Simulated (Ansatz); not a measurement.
**Si2PH9: nudged elastic band**

- system: Si2PH9
- method: RKS PBE0-D4/def2-SVP (Ansatz 0.2.0)

Figures and captions count atoms from 1; the log counts them from 0 in places.

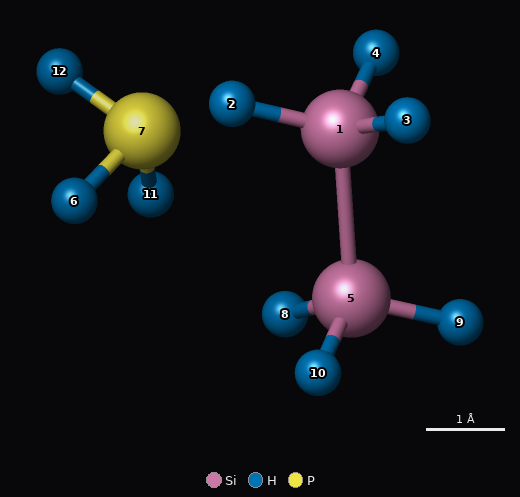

**Figure 1.** The input geometry (ball-and-stick view, seen at a tilt; atoms are numbered from 1 in the order of the input).

## Input
```yaml
crystal:
  periodic: [false, false, false]
  atoms:
    - {symbol: Si, position_ang: [-0.214929, -1.220737, -1.327241]}
    - {symbol: H, position_ang: [1.011982, -0.511504, -1.776188]}
    - {symbol: H, position_ang: [-0.237248, -2.566757, -1.965905]}
    - {symbol: H, position_ang: [-1.414681, -0.466186, -1.771460]}
    - {symbol: Si, position_ang: [-0.210259, -1.508390, 0.994428]}
    - {symbol: H, position_ang: [1.446372, 2.147473, 0.525235]}
    - {symbol: P, position_ang: [0.150969, 2.373883, -0.008138]}
    - {symbol: H, position_ang: [-0.170085, -0.208501, 1.717394]}
    - {symbol: H, position_ang: [-1.434512, -2.240173, 1.418947]}
    - {symbol: H, position_ang: [0.978690, -2.304558, 1.404124]}
    - {symbol: H, position_ang: [-0.373205, 2.817992, 1.233387]}
    - {symbol: H, position_ang: [0.466806, 3.687457, -0.444583]}
basis:
  gaussian: {orbitals: def2-SVP}
hamiltonian: {xc: pbe0, dispersion: d4}
neb:
  images: 5
  climbing: true
  max_iterations: 40
  initial_path: idpp
  final_atoms:
    - {symbol: Si, position_ang: [-1.303300, 0.066963, -0.548305]}
    - {symbol: H, position_ang: [2.965440, 0.242270, 0.860609]}
    - {symbol: H, position_ang: [-1.503572, -0.486112, -1.916828]}
    - {symbol: H, position_ang: [-2.641575, 0.384792, 0.022041]}
    - {symbol: Si, position_ang: [-0.250154, -1.523319, 0.805054]}
    - {symbol: H, position_ang: [2.760231, 0.948078, 0.991438]}
    - {symbol: P, position_ang: [-0.106750, 1.983855, -0.534544]}
    - {symbol: H, position_ang: [-0.051544, -0.978593, 2.174589]}
    - {symbol: H, position_ang: [-1.079452, -2.755929, 0.891471]}
    - {symbol: H, position_ang: [1.077048, -1.883535, 0.237516]}
    - {symbol: H, position_ang: [-0.799290, 2.548817, -1.639313]}
    - {symbol: H, position_ang: [0.932818, 1.452713, -1.343729]}
```

Run on 4 threads of Intel Xeon @ 2.50GHz, 15 GiB of memory available, shared host.

Launch command:
```bash
ansatz run in.yaml --threads 4 --pin off --events-out ev --progress --plain --max-ram 9574MiB
```

## The program's output
```
Functional definition: PBE0
  name "PBE0"
  cite "Adamo & Barone, J. Chem. Phys. 110, 6158 (1999) doi:10.1063/1.478522"
  cite "Perdew, Burke & Ernzerhof, Phys. Rev. Lett. 77, 3865 (1996) doi:10.1103/PhysRevLett.77.3865"
  parent pbe
  parameter a = 0.25
  parameter kappa = 0.804
  parameter beta = 0.06672455060314922
  exchange = (1 - a)*pbe_x(kappa = kappa, mu = beta*pi^2/3) + a*exact_x
  correlation = pbe_c(beta = beta)
1025 factors; integrals over basis functions are off by at most 2.3e-4 eV
mean field evaluation 1: about -25170.9907 eV, gradient 1.0e1 eV
mean field evaluation 2: about -25171.3314 eV, gradient 4.7e0 eV
mean field evaluation 4: about -25171.4017 eV, gradient 2.2e-1 eV
mean field evaluation 8: about -25171.4012 eV, gradient 7.3e-4 eV
mean field -25171.40117078 eV, -925.0319312378 hartree, gradient 3.6e-5 eV, S^2 0.000000; 0 other end points of the search recorded, 0 dependent functions left out
the calculation of the forces begins
reference -25171.40120085 eV, -925.0319323428 hartree; 26, 26 occupied and 73, 73 virtual orbitals, 1025 factors
1022 factors; integrals over basis functions are off by at most 6.4e-4 eV
mean field evaluation 16: about -25171.3138 eV, gradient 3.0e-1 eV
mean field -25171.31211519 eV, -925.0286585053 hartree, gradient 2.5e-5 eV, S^2 0.000000; 0 other end points of the search recorded, 0 dependent functions left out
[... from here on the field's lines of each further geometry are left out, up to the last ...]
WARN: NEB end point (image 0): max|allowed force component| = 2.168e-1 eV/Å (the criterion of neb.relax_end_points is 1.000e-2). That is over neb.f_tol: it is no minimum, so the barrier can be far off. Relax it first
WARN: NEB end point (image 6): max|allowed force component| = 5.133e-1 eV/Å (the criterion of neb.relax_end_points is 1.000e-2). That is over neb.f_tol: it is no minimum, so the barrier can be far off. Relax it first
NEB iter   1: max|band force component| = 4.146e0 eV/Å  barrier→ = 6.9362 eV  barrier← = 6.8676 eV  Δτ_max = 0.2000 Å  (162 SCF iters)
NEB iter   2: max|band force component| = 4.050e0 eV/Å  barrier→ = 5.5720 eV  barrier← = 5.5034 eV  Δτ_max = 0.2000 Å  (133 SCF iters)
NEB iter   3: max|band force component| = 3.960e0 eV/Å  barrier→ = 4.3337 eV  barrier← = 4.2651 eV  Δτ_max = 0.1009 Å  (127 SCF iters)
NEB iter   4: max|band force component| = 3.924e0 eV/Å  barrier→ = 3.8304 eV  barrier← = 3.7618 eV  Δτ_max = 0.2000 Å  (112 SCF iters)
NEB iter   5: max|band force component| = 2.307e0 eV/Å  barrier→ = 3.1828 eV  barrier← = 3.1142 eV  Δτ_max = 0.2000 Å  (114 SCF iters)
NEB iter   6: max|band force component| = 7.352e0 eV/Å  barrier→ = 2.3192 eV  barrier← = 2.2506 eV  Δτ_max = 0.1011 Å  (118 SCF iters)
NEB iter   7: max|band force component| = 3.645e0 eV/Å  barrier→ = 1.9038 eV  barrier← = 1.8352 eV  Δτ_max = 0.2000 Å  (110 SCF iters)
NEB iter   8: max|band force component| = 9.780e-1 eV/Å  barrier→ = 1.5791 eV  barrier← = 1.5105 eV  Δτ_max = 0.2000 Å  (114 SCF iters)
NEB iter   9: max|band force component| = 5.189e-1 eV/Å  barrier→ = 1.3907 eV  barrier← = 1.3221 eV  Δτ_max = 0.2000 Å  (108 SCF iters)
NEB iter  10: max|band force component| = 1.073e0 eV/Å  barrier→ = 1.1248 eV  barrier← = 1.0562 eV  CI = image 3  Δτ_max = 0.2000 Å  (109 SCF iters)
NEB iter  11: max|band force component| = 1.295e0 eV/Å  barrier→ = 1.4352 eV  barrier← = 1.3666 eV  CI = image 3  Δτ_max = 0.2000 Å  (108 SCF iters)
NEB iter  12: max|band force component| = 1.823e0 eV/Å  barrier→ = 1.8922 eV  barrier← = 1.8236 eV  CI = image 3  Δτ_max = 0.2000 Å  (111 SCF iters)
NEB iter  13: max|band force component| = 1.372e0 eV/Å  barrier→ = 2.1573 eV  barrier← = 2.0887 eV  CI = image 3  Δτ_max = 0.2000 Å  (114 SCF iters)
NEB iter  14: max|band force component| = 6.136e-1 eV/Å  barrier→ = 2.4772 eV  barrier← = 2.4086 eV  CI = image 3  Δτ_max = 0.1898 Å  (112 SCF iters)
NEB iter  15: max|band force component| = 6.075e-1 eV/Å  barrier→ = 2.4818 eV  barrier← = 2.4132 eV  CI = image 3  Δτ_max = 0.1006 Å  (111 SCF iters)
NEB iter  16: max|band force component| = 4.292e-1 eV/Å  barrier→ = 2.4414 eV  barrier← = 2.3728 eV  CI = image 3  Δτ_max = 0.1002 Å  (103 SCF iters)
NEB iter  17: max|band force component| = 2.261e-1 eV/Å  barrier→ = 2.4384 eV  barrier← = 2.3698 eV  CI = image 3  Δτ_max = 0.1000 Å  (107 SCF iters)
NEB iter  18: max|band force component| = 2.484e-1 eV/Å  barrier→ = 2.4275 eV  barrier← = 2.3589 eV  CI = image 3  Δτ_max = 0.1001 Å  (105 SCF iters)
NEB iter  19: max|band force component| = 1.207e-1 eV/Å  barrier→ = 2.4223 eV  barrier← = 2.3537 eV  CI = image 3  Δτ_max = 0.1570 Å  (107 SCF iters)
NEB iter  20: max|band force component| = 9.624e-2 eV/Å  barrier→ = 2.4173 eV  barrier← = 2.3487 eV  CI = image 3  Δτ_max = 0.0805 Å  (107 SCF iters)
NEB iter  21: max|band force component| = 9.365e-2 eV/Å  barrier→ = 2.4161 eV  barrier← = 2.3475 eV  CI = image 3  Δτ_max = 0.0402 Å  (106 SCF iters)
NEB iter  22: max|band force component| = 9.286e-2 eV/Å  barrier→ = 2.4131 eV  barrier← = 2.3445 eV  CI = image 3  Δτ_max = 0.0401 Å  (107 SCF iters)
NEB iter  23: max|band force component| = 6.724e-2 eV/Å  barrier→ = 2.4123 eV  barrier← = 2.3437 eV  CI = image 3  Δτ_max = 0.0401 Å  (106 SCF iters)
NEB iter  24: max|band force component| = 5.640e-2 eV/Å  barrier→ = 2.4115 eV  barrier← = 2.3429 eV  CI = image 3  Δτ_max = 0.0401 Å  (106 SCF iters)
the calculation of the forces begins
reference -25169.50287874 eV, -924.9621702920 hartree; 26, 26 occupied and 73, 73 virtual orbitals, 1025 factors
these checks for a lower state are left out or cut short: stability, starts, cluster_reference, orbital_swaps, neighbouring_geometries, increment
1026 factors; integrals over basis functions are off by at most 1.4e-3 eV
mean field -25168.95413842 eV, -924.9420044571 hartree, gradient 8.5e-7 eV, S^2 0.000000; 0 other end points of the search recorded, 0 dependent functions left out
the calculation of the forces begins
reference -25168.95416811 eV, -924.9420055480 hartree; 26, 26 occupied and 73, 73 virtual orbitals, 1026 factors
NEB iter  25: max|band force component| = 4.022e-2 eV/Å  barrier→ = 2.4107 eV  barrier← = 2.3421 eV  CI = image 3  CI's point: of a kind that is not told: the force calls were inconclusive, a negative curvature could not be distinguished from the path's own, the only one lies far off the path, or fixed occupations may fill a level only in part  Δτ_max = 0.0000 Å  (2326 SCF iters)
```

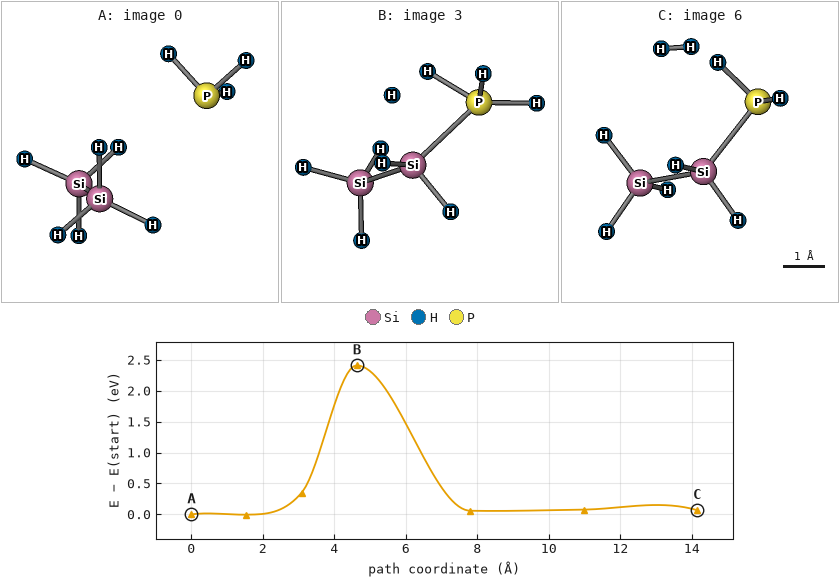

**Figure 2.** Images of the last band (counted from 0; ball-and-stick, seen at a tilt) above the energy along the path; the line is a cubic interpolation that uses the forces. The highest image is number 3, 2.411 eV above the start and 2.342 eV above the end (the climbing image); the end lies 0.069 eV above the start. The path is 14.15 Å long. The band converged in 25 iterations. The end points carry forces over 0.1 eV/Å, so they aren't fully relaxed minima and the barriers are approximate.

```
Total energy: -25169.19402640 eV, -924.9508201778 hartree
Atom 0 at    -0.447665    -0.358493    -0.797455 Å, force    -0.001577     0.009969    -0.002725 eV/Å
Atom 1 at     1.302780     0.157545    -0.495725 Å, force     0.024822     0.013378    -0.009692 eV/Å
Atom 2 at    -0.025740    -1.035671    -2.070845 Å, force     0.000168     0.007072     0.007649 eV/Å
Atom 3 at    -1.936685    -0.194379    -1.018661 Å, force     0.005347     0.004705     0.000415 eV/Å
Atom 4 at    -0.078017    -1.593605     1.155348 Å, force     0.001859     0.009155    -0.004500 eV/Å
Atom 5 at     1.342794     1.253518     0.146594 Å, force    -0.005393    -0.029253    -0.004871 eV/Å
Atom 6 at     0.001975     1.901311    -0.221967 Å, force    -0.017843    -0.014142     0.014607 eV/Å
Atom 7 at     0.390131    -0.649060     2.219390 Å, force     0.001167     0.004161    -0.000705 eV/Å
Atom 8 at    -1.293445    -2.306286     1.659356 Å, force    -0.001011     0.002539     0.003828 eV/Å
Atom 9 at     0.999865    -2.595631     0.894825 Å, force    -0.004605    -0.003266     0.002621 eV/Å
Atom 10 at    -0.778579     3.112879     0.007443 Å, force    -0.005532    -0.004189    -0.004630 eV/Å
Atom 11 at     0.522484     2.307873    -1.478302 Å, force     0.002597    -0.000128    -0.001997 eV/Å
Dipole moment:     0.001273     0.450398    -0.002213 e Å
```

## The last band as extended XYZ (Å, eV, eV/Å)
```
12
Properties=species:S:1:pos:R:3:forces:R:3 image=0 energy=-25171.60465
Si   -0.2149   -1.2207   -1.3272   -0.0007   0.0334   0.0560
H     1.0120   -0.5115   -1.7762    0.1266   0.0644  -0.0374
H    -0.2372   -2.5668   -1.9659   -0.0027  -0.1328  -0.0506
H    -1.4147   -0.4662   -1.7715   -0.1215   0.0715  -0.0356
Si   -0.2103   -1.5084    0.9944   -0.0010   0.0158  -0.0710
H     1.4464    2.1475    0.5252    0.1718  -0.0303   0.0685
P     0.1510    2.3739   -0.0081   -0.1342  -0.2168  -0.1622
H    -0.1701   -0.2085    1.7174    0.0040   0.1325   0.0652
H    -1.4345   -2.2402    1.4189   -0.1212  -0.0733   0.0381
H     0.9787   -2.3046    1.4041    0.1186  -0.0810   0.0371
H    -0.3732    2.8180    1.2334   -0.0739   0.0548   0.1586
H     0.4668    3.6875   -0.4446    0.0341   0.1616  -0.0667
12
Properties=species:S:1:pos:R:3:forces:R:3 image=1 energy=-25171.60961
Si   -0.1870   -1.0585   -1.1815   -0.0006  -0.0023  -0.0001
H     0.9773   -0.1785   -1.5122   -0.0003  -0.0023  -0.0034
H    -0.0835   -2.2919   -2.0254   -0.0013  -0.0045   0.0005
H    -1.4575   -0.3540   -1.5267    0.0004  -0.0014  -0.0021
Si   -0.1407   -1.6994    1.0739    0.0021   0.0024  -0.0011
H     1.3476    2.3128    0.5528    0.0003   0.0030   0.0000
P    -0.0221    2.3233    0.1502    0.0028   0.0019  -0.0004
H    -0.1329   -0.5212    1.9921   -0.0011   0.0010  -0.0012
H    -1.3367   -2.5438    1.3822   -0.0006   0.0001  -0.0009
H     1.0877   -2.5151    1.3313   -0.0003   0.0005   0.0021
H    -0.3082    3.5377    0.8451   -0.0003  -0.0012   0.0031
H     0.2558    2.9886   -1.0818   -0.0011   0.0029   0.0035
12
Properties=species:S:1:pos:R:3:forces:R:3 image=2 energy=-25171.25308
Si   -0.2556   -0.7539   -0.9736    0.0845  -0.2100  -0.0733
H     0.9544    0.1379   -0.9508   -0.1815  -0.0225  -0.2751
H     0.0244   -1.6732   -2.1105   -0.0207  -0.3652  -0.0154
H    -1.5934   -0.1423   -1.2276    0.1508   0.0367  -0.0776
Si   -0.0935   -1.7432    1.1359    0.0031  -0.0537   0.0062
H     1.1544    1.9297    0.4643   -0.0620   0.3390   0.1375
P    -0.1515    2.1466   -0.0702   -0.0769   0.1229   0.0505
H     0.2615   -0.6996    2.1503   -0.0317  -0.0148  -0.0391
H    -1.3330   -2.4444    1.5816   -0.0180  -0.0455   0.0018
H     1.0374   -2.7163    1.0532    0.0125  -0.0744   0.0900
H    -0.3505    3.5001    0.3181    0.2447   0.2232   0.1598
H     0.3454    2.4585   -1.3708   -0.1047   0.0643   0.0347
12
Properties=species:S:1:pos:R:3:forces:R:3 image=3 energy=-25169.19400
Si   -0.4477   -0.3585   -0.7975   -0.0016   0.0100  -0.0027
H     1.3028    0.1575   -0.4957    0.0248   0.0134  -0.0097
H    -0.0257   -1.0357   -2.0708    0.0002   0.0071   0.0076
H    -1.9367   -0.1944   -1.0187    0.0053   0.0047   0.0004
Si   -0.0780   -1.5936    1.1553    0.0019   0.0092  -0.0045
H     1.3428    1.2535    0.1466   -0.0054  -0.0293  -0.0049
P     0.0020    1.9013   -0.2220   -0.0178  -0.0141   0.0146
H     0.3901   -0.6491    2.2194    0.0012   0.0042  -0.0007
H    -1.2934   -2.3063    1.6594   -0.0010   0.0025   0.0038
H     0.9999   -2.5956    0.8948   -0.0046  -0.0033   0.0026
H    -0.7786    3.1129    0.0074   -0.0055  -0.0042  -0.0046
H     0.5225    2.3079   -1.4783    0.0026  -0.0001  -0.0020
12
Properties=species:S:1:pos:R:3:forces:R:3 image=4 energy=-25171.54614
Si   -0.7491   -0.0919   -0.7098    0.0027  -0.0060   0.0283
H     2.8418   -0.3301   -0.5924    0.0353  -0.0454  -0.0082
H    -0.0561   -0.7196   -1.8774    0.0006   0.0099   0.0027
H    -2.2206   -0.0924   -0.9826   -0.0106   0.0029   0.0002
Si   -0.3014   -1.3218    1.2420    0.0075   0.0088  -0.0249
H     2.5404    0.3651   -0.5220   -0.0013   0.0294  -0.0014
P     0.0877    2.0056   -0.4461    0.0073  -0.0032  -0.0219
H    -0.5981   -0.4805    2.4422   -0.0128   0.0053   0.0105
H    -1.1586   -2.5459    1.2923   -0.0016  -0.0071  -0.0029
H     1.1342   -1.7339    1.2870   -0.0072   0.0128   0.0025
H    -0.9418    2.4058    0.4591   -0.0184  -0.0083   0.0102
H    -0.5784    2.5396   -1.5922   -0.0016   0.0011   0.0048
12
Properties=species:S:1:pos:R:3:forces:R:3 image=5 energy=-25171.52757
Si   -1.1533   -0.0751   -0.5013   -0.0252   0.0142   0.0104
H     2.6363    0.1414   -0.9639    0.0040  -0.0011  -0.0025
H    -0.6478   -0.5806   -1.8169    0.0090  -0.0030  -0.0030
H    -2.6446   -0.2008   -0.4965    0.0068  -0.0097  -0.0022
Si   -0.2559   -1.3554    1.2479   -0.0040  -0.0050  -0.0028
H     3.0920    0.4168   -0.4204    0.0001  -0.0028  -0.0073
P    -0.6690    2.1120   -0.1257    0.0145  -0.0113  -0.0016
H    -0.5618   -0.7065    2.5600   -0.0073  -0.0042  -0.0024
H    -0.8383   -2.7327    1.2370    0.0011  -0.0032   0.0022
H     1.2277   -1.4619    1.0970   -0.0006   0.0111   0.0071
H    -0.9164    2.5146   -1.4749   -0.0030   0.0013   0.0068
H     0.7311    1.9284   -0.3425    0.0044   0.0137  -0.0047
12
Properties=species:S:1:pos:R:3:forces:R:3 image=6 energy=-25171.53605
Si   -1.2279   -0.1289   -0.6924    0.0090  -0.0272   0.0401
H     2.8470    0.5499    1.0888    0.1455  -0.5121   0.0867
H    -1.2753   -1.0792   -1.8385   -0.0033  -0.0975  -0.1087
H    -2.6180    0.3238   -0.4097   -0.1285   0.0373   0.0325
Si   -0.3721   -1.2068    1.1985   -0.0067   0.0380  -0.0380
H     2.6410    1.2579    0.9713   -0.1647   0.5133  -0.0882
P    -0.0056    1.7214   -1.1267    0.0309   0.1689   0.1939
H    -0.3266   -0.2642    2.3479    0.0012   0.0963   0.1025
H    -1.2288   -2.3685    1.5606   -0.0855  -0.1067   0.0260
H     1.0059   -1.6992    0.9301    0.1328  -0.0486  -0.0374
H    -0.5520    1.9068   -2.4253   -0.0757   0.0328  -0.1541
H     1.1122    0.9868   -1.6048    0.1450  -0.0946  -0.0552
```

## Summary

- outcome: converged
- barrier, forward: 2.411 eV
- barrier, backward: 2.342 eV
- dipole moment (one image of the band): 2.16 D
- wall time: 5.3 min (CPU time 19 min)
- peak memory: 0.54 GiB
